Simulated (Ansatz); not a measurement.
Cell and atoms:

```yaml
crystal:
  lattice:
    - [3.61243, 0.00000, 0.00000]
    - [-1.80621, 3.12846, 0.00000]
    - [0.00000, 0.00000, 5.56527]
  atoms:
    - { symbol: Tl, position: [0.33333, 0.66667, 0.75000] }
    - { symbol: Tl, position: [0.66667, 0.33333, 0.25000] }
```

Interpret the file: composition, symmetry and coordination.

Answer. The element is thallium. Its lattice is primitive hexagonal, its space group P6_3/mmc (No. 194). The arrangement is known as hexagonal close-packed (Mg type). The cell holds two atoms. Tl bonds to six Tl at 3.48 Å. The bonds build a three-dimensional framework.

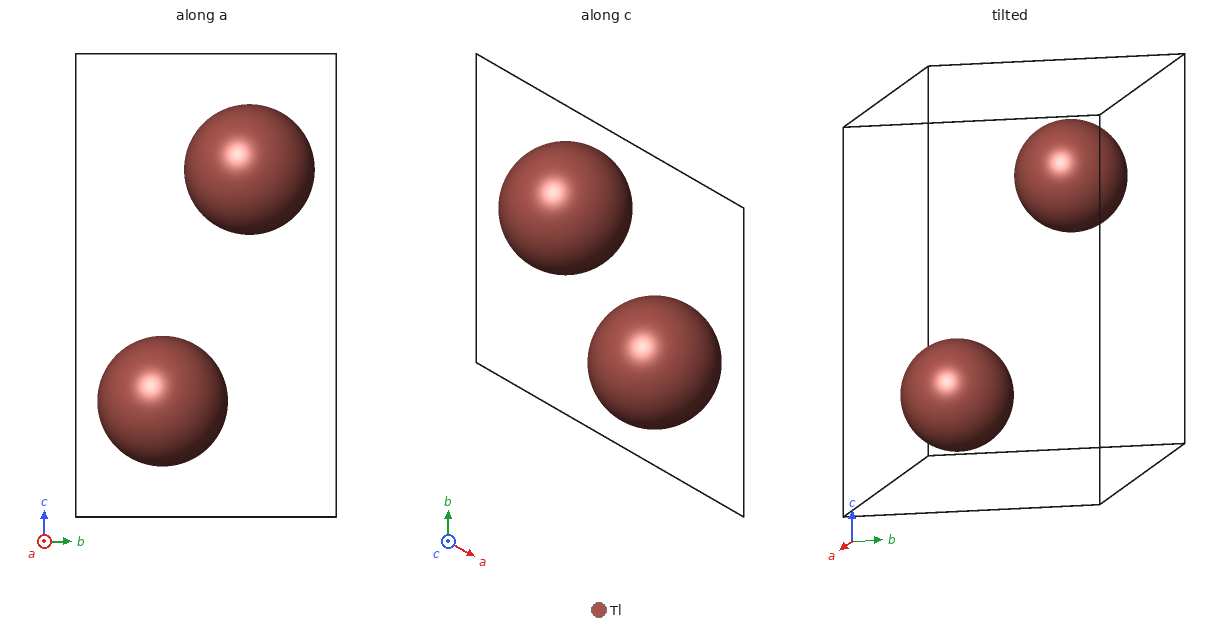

Spheres-only drawing of the structure, looking along the a axis, along the c axis and slightly off an axis. The lines enclose the conventional unit cell; boundary atoms appear with their images. Colours: thallium brown.

Origin of the cell: the standard structure of this element. The geometry was optimised with Ansatz, DFT PBE, scalar-relativistic, plane waves, PAW.
